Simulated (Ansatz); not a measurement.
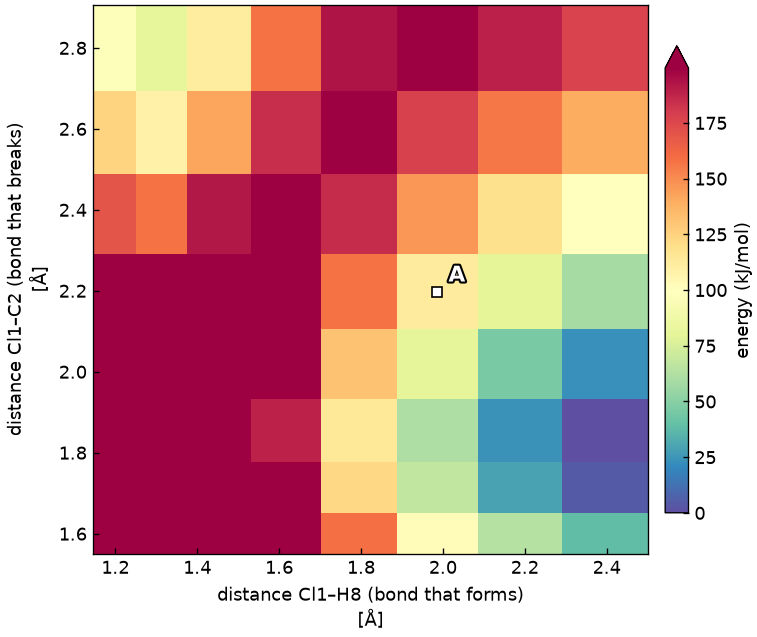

The reacting system C2H4Cl2 (fragments C₂H₄Cl₂ where the first distance is long, ClH + C₂H₃Cl where the second is long). The first coordinate is: distance Cl1–H8 (bond that forms); the second: distance Cl1–C2 (bond that breaks). Relaxed at each point: all other coordinates. Grid: 8 × 8 points. Points are written as (first, second). All energies are given in kJ/mol relative to the lowest grid point. Energies and slopes of some neighbouring points disagree (a jump in structure or state, or too coarse a mesh). The reference is spin-restricted, so regions where a bond is pulled apart into radicals lie too high. Method: Ansatz, RKS r2SCAN-D4/def2-SVP.

The picture shows one coloured cell a grid point, one colour for all values above the top of the scale, the point A.

Q: Is A at rest? If not, where is it pushed?

A: A, at (1.985 Å, 2.198 Å), is not a stationary point. The computed force is 196 kJ/mol for each Å towards larger values of the first coordinate and 184 kJ/mol for each Å towards smaller values of the second coordinate.
